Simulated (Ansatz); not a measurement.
Geometry relaxation of BNH5O2F (part 2 of 2)

BNH5O2F; RKS BLYP-D4/cc-pVDZ (Ansatz 0.2.0). The input holds or restrains some coordinates. It belongs to a series of runs on one base structure; here: pulled along the bonds that form and break, towards end B.

Geometry of the input (Å):
```
B  -0.3186  0.2552  -0.3393
F  0.7220  -0.7436  -1.2148
O  0.0525  1.5446  -0.5376
O  -1.5923  -0.1792  -0.4697
H  0.9573  -1.1033  -0.0866
N  0.4562  -0.6020  1.0454
H  0.9911  1.7050  -0.5898
H  -2.1327  0.3748  -1.0298
H  1.0418  -0.0611  1.6610
H  -0.1771  -1.1906  1.5614
```

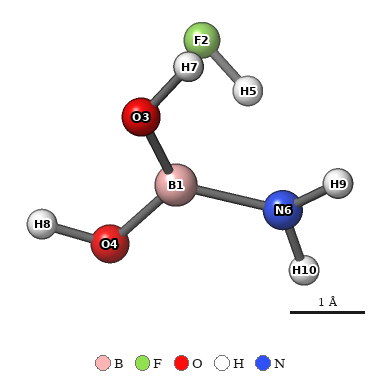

*The geometry at step 7 of the log (ball-and-stick view, seen at a tilt; atoms are numbered from 1 in the order of the input).*

Trajectory as extended XYZ, continued:
```
10
Properties=species:S:1:pos:R:3:forces:R:3 step=3 energy=-9060.82579
B    -0.4423    0.3795   -0.0350    1.6221  -1.2966   2.1576
F     0.9519   -0.9735   -1.3405    0.3702  -0.1100  -1.3601
O     0.0365    1.5726   -0.5447   -0.5018   0.0705  -0.0334
O    -1.6164   -0.1870   -0.4534   -0.2758  -0.0902   0.6063
H     1.0785   -1.2132   -0.4403   -0.2046   0.0448   1.1876
N     0.2741   -0.4136    1.1607   -1.0524   1.2335  -2.9888
H     0.9982    1.6975   -0.5845    0.0947  -0.1882   0.2483
H    -2.1345    0.3816   -1.0430    0.0598   0.2007  -0.3380
H     1.0515   -0.0428    1.6913    0.1333   0.2511   0.2669
H    -0.1973   -1.2012    1.5897   -0.2456  -0.1157   0.2536
10
Properties=species:S:1:pos:R:3:forces:R:3 step=4 energy=-9060.95976
B    -0.4924    0.4284    0.0964    1.2169  -0.8661   0.2588
F     1.0670   -1.0837   -1.4526    0.0805   0.3710  -2.4868
O     0.0219    1.5640   -0.5366   -0.4227   0.0098   0.2225
O    -1.6301   -0.1743   -0.4078   -0.4860   0.2364   0.4933
H     1.1501   -1.2840   -0.5748   -0.0529  -0.3373   2.5098
N     0.1633   -0.2947    1.2247   -0.0809   0.1943  -0.8555
H     0.9889    1.6840   -0.5565   -0.1010  -0.1986   0.3101
H    -2.1135    0.3821   -1.0509    0.3196  -0.0305  -0.0171
H     1.0496   -0.0286    1.6795   -0.4912   0.0576  -0.2538
H    -0.2046   -1.1934    1.5788    0.0177   0.5634  -0.1812
10
Properties=species:S:1:pos:R:3:forces:R:3 step=5 energy=-9061.06327
B    -0.4324    0.3385    0.0176   -0.4288   0.1595   1.7885
F     1.2252   -1.1227   -1.5584    0.0268  -0.0457   0.1137
O     0.0038    1.5463   -0.5290    0.0014  -0.4416  -0.2046
O    -1.7035   -0.1396   -0.3273    0.5505   0.1589  -0.1169
H     1.0832   -1.3038   -0.6373   -0.0825   0.1104   0.1603
N     0.1738   -0.3015    1.2313   -0.3487   0.1721  -2.0216
H     0.9646    1.7098   -0.5046   -0.0280  -0.1186   0.1570
H    -2.0990    0.4032   -1.0446    0.2581  -0.1655   0.1443
H     1.0198    0.0032    1.6993    0.1929   0.1872  -0.0071
H    -0.2351   -1.1335    1.6533   -0.1416  -0.0168  -0.0136
10
Properties=species:S:1:pos:R:3:forces:R:3 step=6 energy=-9061.08737 accepted=F
B    -0.4867    0.3972    0.0611    0.4774  -0.6070   0.9738
F     1.0907   -1.1411   -1.5235    0.4509  -0.3151   1.1377
O    -0.0042    1.5620   -0.5332   -0.1665  -0.2134  -0.0003
O    -1.7106   -0.1245   -0.3436    0.1763   0.2138   0.2454
H     1.2677   -1.3192   -0.5806   -0.5809   0.4136  -1.0174
N     0.1788   -0.3128    1.1995   -0.3040   0.4393  -1.5394
H     0.9590    1.7022   -0.4833   -0.0550  -0.1123   0.1816
H    -2.0996    0.4002   -1.0722    0.1850  -0.0435   0.0448
H     1.0472   -0.0262    1.6490   -0.0925   0.1716   0.0020
H    -0.2422   -1.1378    1.6271   -0.0906   0.0530  -0.0283
10
Properties=species:S:1:pos:R:3:forces:R:3 step=7 energy=-9061.15466
B    -0.4434    0.3520    0.0396    0.1819  -0.2094   1.4902
F     1.1614   -1.1069   -1.5986    0.1389   0.0698  -0.5753
O     0.0162    1.5344   -0.5309    0.1046  -0.2157  -0.1091
O    -1.6761   -0.1657   -0.3447    0.2877   0.1421   0.0327
H     1.0444   -1.3344   -0.6990   -0.1609  -0.0188   0.8344
N     0.2193   -0.3231    1.2018   -0.4496   0.1295  -1.6067
H     0.9709    1.7107   -0.4080   -0.2134  -0.1083   0.0979
H    -2.0545    0.3520   -1.0853    0.1594  -0.0806   0.0719
H     1.0161    0.0558    1.7126   -0.0462   0.1154  -0.0845
H    -0.2541   -1.0750    1.7127   -0.0023   0.1759  -0.1515
10
Properties=species:S:1:pos:R:3:forces:R:3 step=8 energy=-9061.19125
B    -0.4640    0.3559    0.0516    0.5638  -0.5441   1.1862
F     1.1833   -1.0299   -1.6061    0.1828   0.2394  -1.1650
O     0.0436    1.4682   -0.6004    0.0629  -0.0458   0.2244
O    -1.7090   -0.1340   -0.2773   -0.1163   0.0630  -0.1224
H     1.1237   -1.3492   -0.7408   -0.2020  -0.2179   1.3732
N     0.2478   -0.3699    1.1517   -0.4023   0.3639  -1.2453
H     0.9791    1.6223   -0.3620   -0.0860   0.0301  -0.1041
H    -2.0647    0.3570   -1.0443   -0.0029  -0.0542  -0.0120
H     0.9583    0.1099    1.7098   -0.0561  -0.0209  -0.0292
H    -0.2978   -1.0304    1.7181    0.0559   0.1865  -0.1057
10
Properties=species:S:1:pos:R:3:forces:R:3 step=9 energy=-9061.18984
B    -0.4522    0.3508    0.0672    0.6901  -0.4386   0.9359
F     1.0635   -1.1085   -1.6504    0.0743   0.2707  -1.2912
O     0.0370    1.5062   -0.5187   -0.0963   0.0186  -0.0446
O    -1.6720   -0.1587   -0.3298    0.0512  -0.0349   0.0885
H     1.0780   -1.3901   -0.7727   -0.1030  -0.2222   1.5146
N     0.2943   -0.3789    1.1473   -0.7143   0.3996  -1.3141
H     0.9554    1.7044   -0.2605    0.0109   0.0005   0.0078
H    -1.9939    0.2994   -1.1316    0.0508   0.0181   0.0649
H     0.9708    0.1520    1.7008   -0.0234   0.0010   0.0428
H    -0.2806   -0.9769    1.7488    0.0596  -0.0128  -0.0048
10
Properties=species:S:1:pos:R:3:forces:R:3 step=10 energy=-9061.17815 accepted=F
B    -0.4083    0.3828    0.0538    0.4214  -0.8287   1.2202
F     1.0060   -1.1777   -1.6585   -0.0155   0.2266  -1.3018
O     0.0348    1.5439   -0.5406    0.0481   0.1183  -0.0268
O    -1.6231   -0.1681   -0.3049    0.0319   0.0941  -0.0531
H     1.0783   -1.4176   -0.7714    0.0023  -0.1368   1.5227
N     0.3295   -0.3589    1.1371   -0.6698   0.3243  -1.2011
H     0.9474    1.7710   -0.2848    0.0238   0.0179   0.0025
H    -1.9823    0.2904   -1.0888   -0.0172  -0.0036  -0.0399
H     0.8825    0.1640    1.8183    0.1318   0.1294  -0.0573
H    -0.2647   -1.0300    1.6400    0.0432   0.0583  -0.0653
10
Properties=species:S:1:pos:R:3:forces:R:3 step=11 energy=-9061.19365
B    -0.4407    0.3646    0.0580    0.5437  -0.6504   1.1252
F     1.0512   -1.1390   -1.6416    0.0261   0.2510  -1.3173
O     0.0308    1.5231   -0.5324    0.0125   0.0052   0.0133
O    -1.6626   -0.1533   -0.3172   -0.0039   0.0143  -0.0120
H     1.1057   -1.3982   -0.7587   -0.0690  -0.1764   1.5346
N     0.2927   -0.3754    1.1421   -0.4394   0.5924  -1.3576
H     0.9512    1.7254   -0.2821   -0.0020   0.0120  -0.0057
H    -1.9997    0.3150   -1.1058    0.0003   0.0003   0.0036
H     0.9424    0.1527    1.7313   -0.0237  -0.0340  -0.0047
H    -0.2707   -1.0152    1.7065   -0.0447  -0.0144   0.0207
```

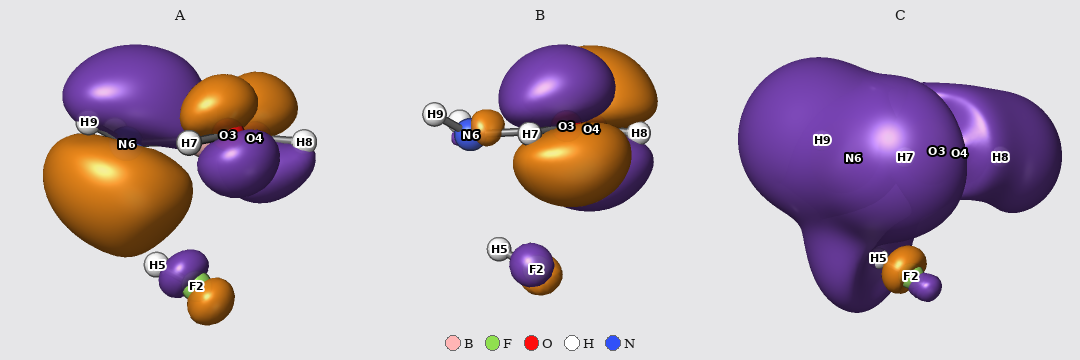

*Three frontier orbitals at ±0.06 Å⁻³ᐟ² (orange and purple are the two phases).*

B is the HOMO−1 (−6.72 eV). A is the HOMO (−5.88 eV). C is the LUMO (0.09 eV). By Hirshfeld shares it lies mainly on H7 (20 %), H9 (15 %), N6 (10 %), B1 (10 %) and O3 (10 %). The HOMO–LUMO gap is 5.97 eV between the orbital energies.

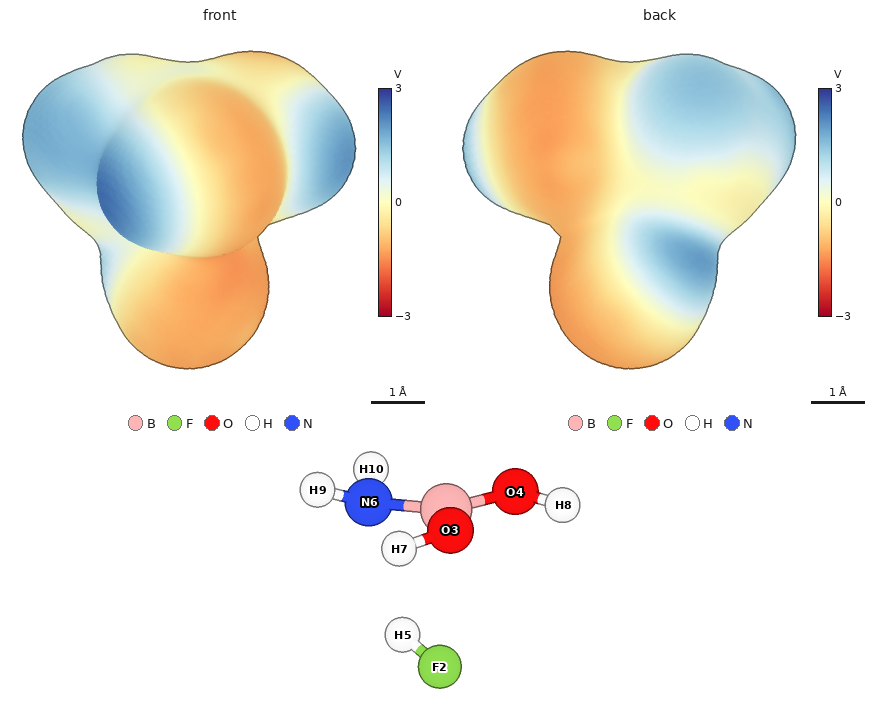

*The molecular electrostatic potential painted on the density surface at 0.002 e/bohr³, seen at a tilt and from behind; red is negative and blue positive. The bare structure is drawn below in the same view.*
